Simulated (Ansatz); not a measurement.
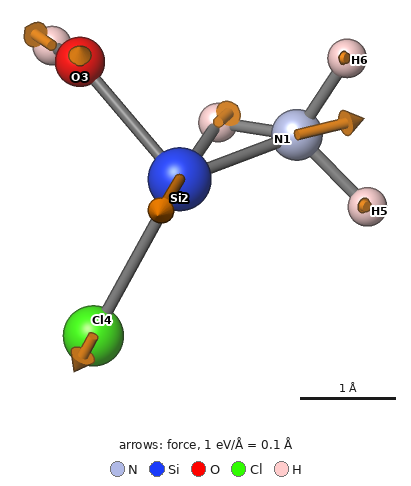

Starting geometry of SiNH4OCl with the computed forces as orange arrows. The picture is a ball-and-stick view, seen at a tilt.

The run prepares an end point of a later path (hydrogen shift) calculation, from a guessed geometry.

Level of theory: Ansatz, RKS BLYP-D4/6-31G.

The input:
```yaml
crystal:
  periodic: [false, false, false]
  atoms:
    - { symbol: "N", position_ang: [-0.8122, 0.7561, -0.1939] }
    - { symbol: Si, position_ang: [0.4618, -0.2369, -0.1611] }
    - { symbol: O, position_ang: [0.4297, -0.7998, 1.3671] }
    - { symbol: Cl, position_ang: [0.2317, -1.8146, -1.3836] }
    - { symbol: H, position_ang: [-0.963, 1.1471, -1.1702] }
    - { symbol: H, position_ang: [-0.6543, 1.6243, 0.3739] }
    - { symbol: H, position_ang: [-1.19895, -0.11879, 0.21425] }
    - { symbol: H, position_ang: [-0.3164, -1.2459, 1.6144] }
basis:
  gaussian: { orbitals: "6-31G" }
hamiltonian:
  xc: blyp
  dispersion: d4
relax:
  f_tol: 0.02
  max_steps: 50
```

Launched with:
```bash
ansatz run input.yaml --threads 1 --pin off --max-ram 2048MiB --backend cpu --events-out ev --progress --plain --runs-dir out
```

> What follows when this structure is relaxed?

It isn't relaxed: the largest force vector, on Si2, is 16.56 eV/Å. The final displacements have little in common with the starting forces (cosine between the two patterns 0.14). H7 moves most after the best rigid fit: 1.44 Å. Largest moves by element: H 1.44 Å, Cl 0.61 Å, Si 0.46 Å, O 0.40 Å, N 0.21 Å. Near-neighbour distances that change, for instance: Si2–H7 1.707 → 2.603 Å, N1–Si2 1.616 → 2.104 Å, Si2–Cl4 2.009 → 2.397 Å, Si2–O3 1.629 → 1.806 Å. Bonds break: N1–Si2 (1.62 → 2.10 Å), Si2–H7 (1.71 → 2.60 Å). Among the angles between lasting bonds that change: H5–N1–H7 128.1° → 111.8°, H6–N1–H7 122.7° → 111.2°, H5–N1–H6 102.4° → 111.9°. Groups turn about Si2–O3 by about 150°. Over 30 accepted moves (34 points after the start) the energy falls by 140.2 kcal/mol. Largest force component: 16 eV/Å at the start, 0.019 eV/Å at the end. The line search rejected the trial steps at points 15, 24, 28, 31 of the run. The forces were under the threshold at step 14, but the run went on from there.
